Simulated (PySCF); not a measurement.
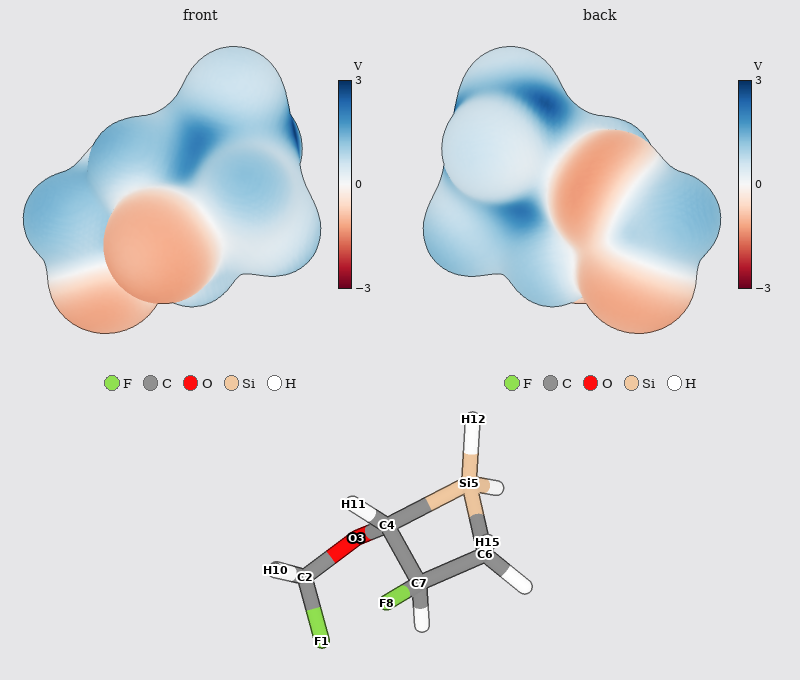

*C₄H₈F₂OSi. The molecular electrostatic potential painted on the density surface at 0.004 e/bohr³, seen from the front and from behind; the colour scale runs from red (negative) to blue (positive). The bare structure is drawn below in the same view.*

Geometry: GFN2-xTB.

These are results of CAM-B3LYP/def2-SVPD, SCF density, gas phase (PySCF 2.14.0), not measurements.

| atom | x (Å) | y (Å) | z (Å) |
| --- | --- | --- | --- |
| F | 1.5261 | -1.5594 | 1.7513 |
| C | 2.1169 | -0.5082 | 1.0800 |
| O | 1.2308 | 0.5054 | 0.8556 |
| C | 0.3970 | 0.3641 | -0.2883 |
| Si | -1.0433 | 1.6406 | -0.3841 |
| C | -1.8964 | -0.0494 | -0.6692 |
| C | -0.6180 | -0.7934 | -0.2566 |
| F | -0.2877 | -1.8051 | -1.1326 |
| H | 2.9077 | -0.1336 | 1.7408 |
| H | 2.5306 | -0.9382 | 0.1538 |
| H | 1.0226 | 0.2762 | -1.1858 |
| H | -1.0010 | 2.5667 | -1.5121 |
| H | -1.3134 | 2.2738 | 0.8993 |
| H | -2.7687 | -0.3243 | -0.0828 |
| H | -2.1224 | -0.2567 | -1.7140 |
| H | -0.6884 | -1.2493 | 0.7335 |

Describe the electrostatic potential map.

Answer. The most negative region (about −1.2 V, or −28 kcal/mol for a unit charge) lies over O3 and F8, the most positive (about +2.5 V, or +58 kcal/mol for a unit charge) over Si5.

What dipole moment does the calculation give?

Answer. Its dipole moment is 2.33 D.
